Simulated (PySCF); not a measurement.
Consider C4H7NO2 (SMILES C=NCOC(C)=O).

Input

```
{"job": {"kind": "uv", "xc": "CAM-B3LYP", "basis": "def2-SVPD", "nstates": 8, "ntriplets": 3}, "charge": 0, "multiplicity": 1}
C     -1.999548     1.087401     0.416682
N     -2.172818     0.110993    -0.346348
C     -1.188550    -0.872018    -0.598232
O      0.024656    -0.769908     0.153062
C      1.046353    -0.101371    -0.407848
C      2.226091    -0.055385     0.525936
O      1.011772     0.372871    -1.509858
H     -1.087283     1.292994     0.981261
H     -2.815144     1.785210     0.529902
H     -1.618350    -1.848921    -0.354128
H     -0.956425    -0.833993    -1.671487
H      2.982870     0.610984     0.123970
H      1.908291     0.278111     1.510081
H      2.637407    -1.057441     0.624841
```

Launched as:

```sh
OMP_NUM_THREADS=1 python probes_run.py task.json out
```

Geometry: GFN2-xTB.

Method: CAM-B3LYP/def2-SVPD, SCF density, gas phase (PySCF 2.14.0).

What will maps of the electron density and electron localisation function show?

Answer. C–O (1.20 Å): the density is about 3.4 e/Å³ at the midpoint; the ELF peaks at about 0.90 between the atoms (a multiple bond).
C–C (1.51 Å): the density is about 1.8 e/Å³ at the midpoint; the ELF peaks at about 1 between the atoms, as expected for a shared electron pair.
C–H (1.09 Å): the density is about 2 e/Å³ at the midpoint; the ELF climbs to about 1 towards the hydrogen, as it does in any bond to H: an ordinary covalent bond to hydrogen.
C–O (1.34 Å): ρ at the midpoint is about 2.4 e/Å³; the ELF peaks at about 0.90 between the atoms; a polar covalent bond.

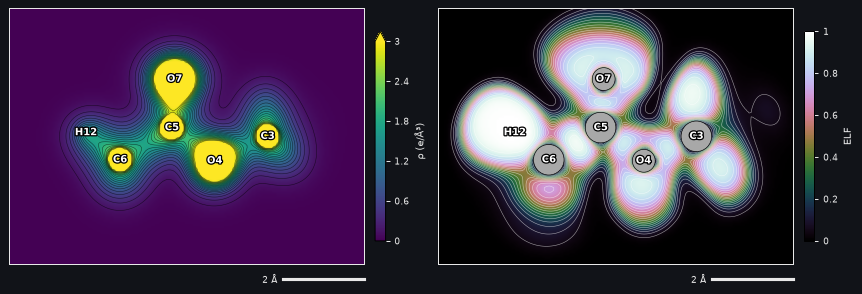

Computed electron density and electron localisation function on the plane of atoms C3, O4 and C5, in this order. Grey discs cover the atomic cores in the ELF map. 
